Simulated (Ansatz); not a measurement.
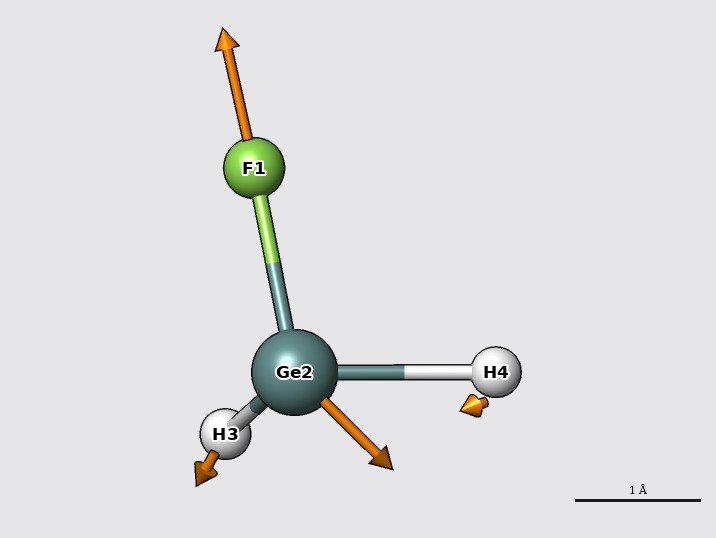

Arrows show the forces on the atoms, 0.4 Å of arrow for 1 eV/Å; forces under a tenth of the largest aren't drawn. State: neutral, doublet. Level of theory: BLYP-D4/def2-TZVPP (Ansatz 0.2.0).

Q: On which atom is the force largest, and how large is it?

A: On F1: 2.35 eV/Å.

Q: Along which bond is the force strongest?

A: F1–Ge2, now 1.709 Å: the forces push its atoms apart, so a first step downhill lengthens it.

List the force components in the frame of the picture (x right, y up, z towards the viewer), in eV/Å.

| atom | Fx | Fy | Fz |
| --- | --- | --- | --- |
| F1 | −0.52 | 2.29 | 0.04 |
| Ge2 | 1.43 | −1.42 | −0.08 |
| H3 | −0.39 | −0.69 | −0.32 |
| H4 | −0.53 | −0.18 | 0.36 |
